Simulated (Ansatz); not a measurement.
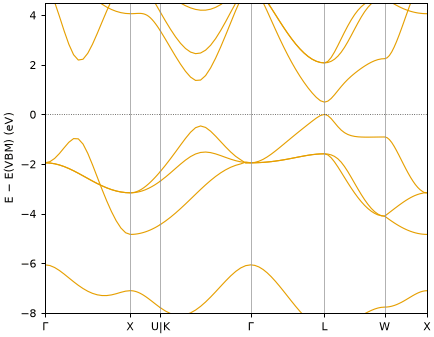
Figure. Band structure from plane-wave PAW PBE (Ansatz code)

**Question.** Read off the gap and where the band edges lie.

**Answer.** About 0.5 eV (0.49 eV by a search for the band edges); maximum at L, minimum at L.

The material is PbS (rock salt, Fm-3m).

Symmetry was held in the PBE relaxation; of distortions, only those at the zone centre were tested. Scalar-relativistic: spin–orbit coupling is off unless named, which matters more the heavier the elements.

Potentials: the later of the program's two PAW sets.
